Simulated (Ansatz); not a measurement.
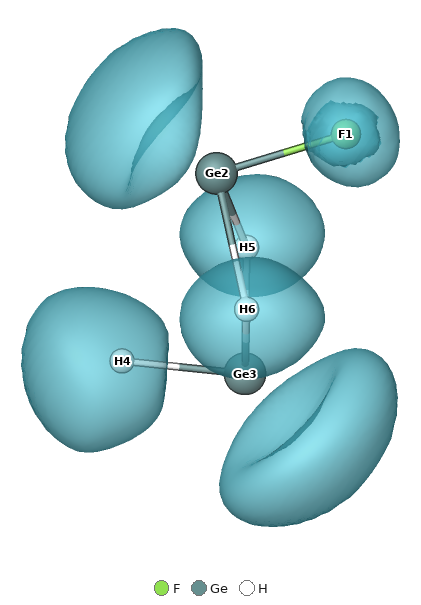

The picture shows: FGe₂H₃. Isosurface of the ELF at 0.8 (cyan), seen at an oblique angle. Only the valence region is drawn (cores and ρ < 0.01 e/Å³ removed).

Geometry: BLYP-D3(BJ)/def2-SVP.

These are results of Ansatz, isolated molecule in a Gaussian basis; Kohn-Sham density functional theory, functional PBE0, not measurements.

Input file:

```
crystal:
  periodic: [false, false, false]
  atoms:
    - {symbol: F, position_ang: [1.510372, -0.074940, -2.023370]}
    - {symbol: Ge, position_ang: [0.573865, -1.197171, -0.995628]}
    - {symbol: Ge, position_ang: [0.070291, 0.462240, 1.276520]}
    - {symbol: H, position_ang: [-0.649503, -0.943965, 1.653293]}
    - {symbol: H, position_ang: [1.327123, -0.514430, 0.589234]}
    - {symbol: H, position_ang: [-0.518969, 0.184185, -0.330129]}
basis:
  gaussian:
    orbitals: def2-TZVPD
hamiltonian:
  xc: pbe0
output: {forces: true, orbitals: {seedname: orbitals}}
```

Launched as:

```sh
ansatz run input.yaml --threads 1 --pin off --max-ram 2610MiB --events-out events.jsonl --progress --plain --runs-dir runs
```

Question: Identify the bonds, lone pairs and shells in this picture.

Answer: The surface consists of three regions around hydrogen nuclei, two lobes on Ge, pointing away from the bonds (lone pairs) and one region wrapped around F (its valence shell). Profiles from the grid: Ge–F (1.79 Å): the ELF peaks at about 0.80 in the valence shell of F, 0.5 Å from its nucleus, and is about 0.25 at the midpoint. Ge–H (1.62 Å): the ELF climbs to about 1 towards the hydrogen.
